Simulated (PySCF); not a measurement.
## Geometry relaxation of ZnCl2

System: ZnCl2.
Method: UHF/cc-pvdz, optimize (PySCF 2.14.0).

Some settings of this run were made unusual or wrong on purpose. Figures and captions count atoms from 1; the log counts them from 0 in places.

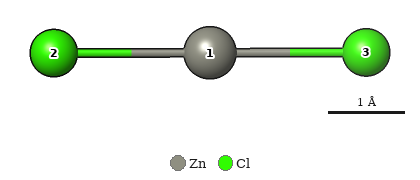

*The structure as given in the input (ball-and-stick view, seen at a tilt; atoms are numbered from 1 in the order of the input). Sticks mark near contacts.*

The input
```python
from pyscf import gto, scf
from pyscf.geomopt.geometric_solver import optimize

mol = gto.M(
    atom='Zn 0 0 0; Cl 2.0842 0 0; Cl -2.0842 0 0',
    basis='cc-pvdz',
    charge=0,
    spin=0,
    verbose=3,
)
mf = scf.UHF(mol)
mf = mf.density_fit(auxbasis='def2-universal-jkfit')
mf.damp = 0.95
mf.diis_start_cycle = 8
mf.kernel()
mol_eq = optimize(mf, maxsteps=30)
print('optimised geometry (angstrom)')
print(mol_eq.tostring('raw'))
print('orbital energies (hartree):', [e[max(0, n-3):n+3].round(4) for e, n in zip(mf.mo_energy, mol.nelec)])
```

Hardware: 1 CPU thread, shared host.

Launched with:
```bash
OMP_NUM_THREADS=1 python input.py
```

What the program printed
```
converged SCF energy = -2696.98000250958  <S^2> = 1.5504753e-10  2S+1 = 1
input.py

Current date and time:

#|     Arguments passed to driver run_optimizer():      |#
customengine              <pyscf.geomopt.geometric_solver.PySCFEngine object>
logIni                    [file]
maxiter                   30
----------------------------------------------------------
Custom engine selected.
Bonds will be generated from interatomic distances less than 1.20 times sum of covalent radii
9 internal coordinates being used (instead of 9 Cartesians)
Internal coordinate system (atoms numbered from 1):
Distance 1-2
Distance 1-3
LinearAngleX 2-1-3
LinearAngleY 2-1-3
Translation-X 1-3
Translation-Y 1-3
Translation-Z 1-3
Rotation-A 1-3
Rotation-B 1-3
Rotation-C 1-3
<class 'geometric.internal.Distance'> : 2
<class 'geometric.internal.LinearAngle'> : 2
<class 'geometric.internal.TranslationX'> : 1
<class 'geometric.internal.TranslationY'> : 1
<class 'geometric.internal.TranslationZ'> : 1
<class 'geometric.internal.RotationA'> : 1
<class 'geometric.internal.RotationB'> : 1
<class 'geometric.internal.RotationC'> : 1
> ===== Optimization Info: ====
> Job type: Energy minimization
> Maximum number of optimization cycles: 30
> Initial / maximum trust radius (Angstrom): 0.100 / 0.300
> Convergence Criteria:
> Will converge when all 5 criteria are reached:
>  |Delta-E| < 1.00e-06
>  RMS-Grad  < 3.00e-04
>  Max-Grad  < 4.50e-04
>  RMS-Disp  < 1.20e-03
>  Max-Disp  < 1.80e-03
> === End Optimization Info ===

Geometry optimization cycle 1
Cartesian coordinates (Angstrom)
 Atom        New coordinates             dX        dY        dZ
  Zn   0.000000   0.000000   0.000000    0.000000  0.000000  0.000000
  Cl   2.084200   0.000000   0.000000    0.000000  0.000000  0.000000
  Cl  -2.084200   0.000000   0.000000    0.000000  0.000000  0.000000

WARN: Mole.unit (angstrom) is changed to Bohr

converged SCF energy = -2696.9800025096  <S^2> = 2.8901326e-11  2S+1 = 1
--------------- DFUHF_Scanner gradients ---------------
         x                y                z
0 Zn     0.0000000000    -0.0000000000    -0.0000000000
1 Cl    -0.0142907647    -0.0000000000     0.0000000000
2 Cl     0.0142907647     0.0000000000     0.0000000000
----------------------------------------------
cycle 1: E = -2696.98000251  dE = -2696.98  norm(grad) = 0.0202102
Step    0 : Gradient = 1.167e-02/1.429e-02 (rms/max) Energy = -2696.9800025096
Hessian Eigenvalues: 5.00000e-02 5.00000e-02 5.00000e-02 ... 2.50000e-01 2.64929e-01 2.64929e-01

Geometry optimization cycle 2
Cartesian coordinates (Angstrom)
 Atom        New coordinates             dX        dY        dZ
  Zn  -0.000000   0.000000  -0.000000   -0.000000  0.000000 -0.000000
  Cl   2.112745   0.000000  -0.000000    0.028545  0.000000 -0.000000
  Cl  -2.112745   0.000000  -0.000000   -0.028545  0.000000 -0.000000
converged SCF energy = -2696.98099317107  <S^2> = 2.1316282e-14  2S+1 = 1
--------------- DFUHF_Scanner gradients ---------------
         x                y                z
0 Zn    -0.0000000000     0.0000000000    -0.0000000000
1 Cl    -0.0042752119    -0.0000000000     0.0000000000
2 Cl     0.0042752119    -0.0000000000    -0.0000000000
----------------------------------------------
cycle 2: E = -2696.98099317  dE = -0.000990661  norm(grad) = 0.00604606
Step    1 : Displace = 2.331e-02/2.854e-02 (rms/max) Trust = 1.000e-01 (=) Grad = 3.491e-03/4.275e-03 (rms/max) E (change) = -2696.9809931711 (-9.907e-04) Quality = 1.285
Hessian Eigenvalues: 5.00000e-02 5.00000e-02 5.00000e-02 ... 2.50000e-01 2.50000e-01 2.64929e-01

Geometry optimization cycle 3
Cartesian coordinates (Angstrom)
 Atom        New coordinates             dX        dY        dZ
  Zn   0.000000  -0.000000   0.000000    0.000000 -0.000000  0.000000
  Cl   2.124929  -0.000000  -0.000000    0.012185 -0.000000 -0.000000
  Cl  -2.124929  -0.000000   0.000000   -0.012185 -0.000000  0.000000
converged SCF energy = -2696.98109898551  <S^2> = 7.1054274e-15  2S+1 = 1
--------------- DFUHF_Scanner gradients ---------------
         x                y                z
0 Zn    -0.0000000000    -0.0000000000     0.0000000000
1 Cl    -0.0003540196     0.0000000000    -0.0000000000
2 Cl     0.0003540196     0.0000000000     0.0000000000
----------------------------------------------
cycle 3: E = -2696.98109899  dE = -0.000105814  norm(grad) = 0.000500659
Step    2 : Displace = 9.949e-03/1.218e-02 (rms/max) Trust = 1.414e-01 (+) Grad = 2.891e-04/3.540e-04 (rms/max) E (change) = -2696.9810989855 (-1.058e-04) Quality = 1.075
Hessian Eigenvalues: 5.00000e-02 5.00000e-02 5.00000e-02 ... 2.50000e-01 2.50000e-01 2.64929e-01

Geometry optimization cycle 4
Cartesian coordinates (Angstrom)
 Atom        New coordinates             dX        dY        dZ
  Zn   0.000000  -0.000000   0.000000    0.000000  0.000000 -0.000000
  Cl   2.126029  -0.000000  -0.000000    0.001100 -0.000000  0.000000
  Cl  -2.126029  -0.000000   0.000000   -0.001100  0.000000 -0.000000
converged SCF energy = -2696.98109974162  <S^2> = 0  2S+1 = 1
--------------- DFUHF_Scanner gradients ---------------
         x                y                z
0 Zn    -0.0000000000    -0.0000000000     0.0000000000
1 Cl    -0.0000096712     0.0000000000    -0.0000000000
2 Cl     0.0000096712     0.0000000000    -0.0000000000
----------------------------------------------
cycle 4: E = -2696.98109974  dE = -7.56107e-07  norm(grad) = 1.36771e-05
```

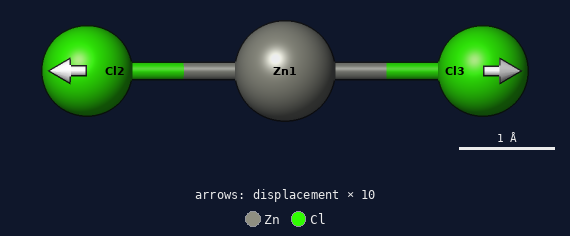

*The starting structure with the displacements as white arrows, magnified 10 times (ball-and-stick view, seen on its broad side). The two geometries are laid on each other by the best rigid fit.*

The largest moves after the best rigid fit, 0.042 Å, are those of Cl2 and Cl3. Zn stays in place. Distances before and after: Zn1–Cl2 2.084 → 2.126 Å. (Atoms are counted from 1 in the order of the input.)

```
Step    3 : Displace = 8.982e-04/1.100e-03 (rms/max) Trust = 2.000e-01 (+) Grad = 7.896e-06/9.671e-06 (rms/max) E (change) = -2696.9810997416 (-7.561e-07) Quality = 1.027
Hessian Eigenvalues: 5.00000e-02 5.00000e-02 5.00000e-02 ... 2.50000e-01 2.50000e-01 2.64929e-01
Converged! =D

    #| If this code has benefited your research, please support us by citing: |#
    #| Wang, L.-P.; Song, C.C. (2016) "Geometry optimization made simple with |#
    #| translation and rotation coordinates", J. Chem, Phys. 144, 214108.     |#
    #|                                     |#
optimised geometry (angstrom)
Zn          0.00000000       -0.00000000        0.00000000
Cl          2.12602947       -0.00000000       -0.00000000
Cl         -2.12602947       -0.00000000        0.00000000
orbital energies (hartree): [array([-0.4704, -0.4549, -0.4549,  0.0395,  0.0719,  0.0719]), array([-0.4704, -0.4549, -0.4549,  0.0395,  0.0719,  0.0719])]
```

Outcome

```json
{"quantity": "outcome", "value": "converged"}
{"quantity": "SCF energy at the first geometry", "value": "−2696.980003 hartree"}
{"quantity": "wall time", "value": "25 s"}
```

What went wrong

Some settings of this run were drawn to be unusual or wrong. It converged; results that depend on the unusual settings are not reference values.
